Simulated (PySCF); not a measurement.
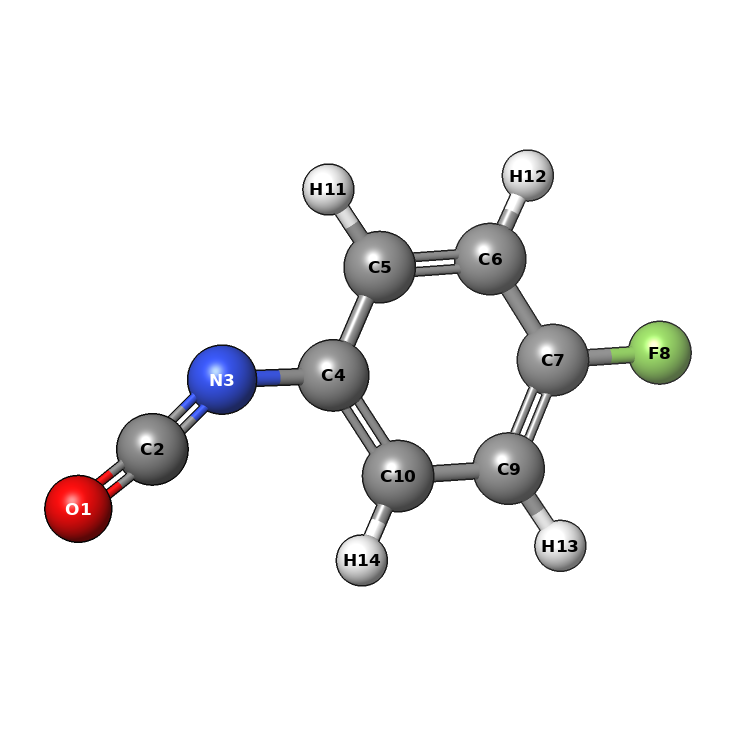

The geometry was computed by an optimisation with PBE0-D3(BJ)/def2-TZVP. No frequency run is at hand to confirm it as a minimum. Method: GIAO ωB97X-D/pcSseg-2 NMR shielding, non-relativistic, gas phase (PySCF 2.14.0), and the same with a continuum solvent (IEF-PCM, Bondi radii x 1.2, gas-phase geometry).

How do dipole (D), HOMO–LUMO gap (eV), σ(O1) (ppm), σ(F8) (ppm), σ(H14) (ppm) change in chloroform (ε = 4.7)?

```
    medium  dipole (D)  HOMO–LUMO gap (eV)  σ(O1) (ppm)  σ(F8) (ppm)  σ(H14) (ppm)
 gas phase        1.00                9.44        166.6        301.4         24.24
chloroform        1.14                9.51        173.7        306.5         23.96
```
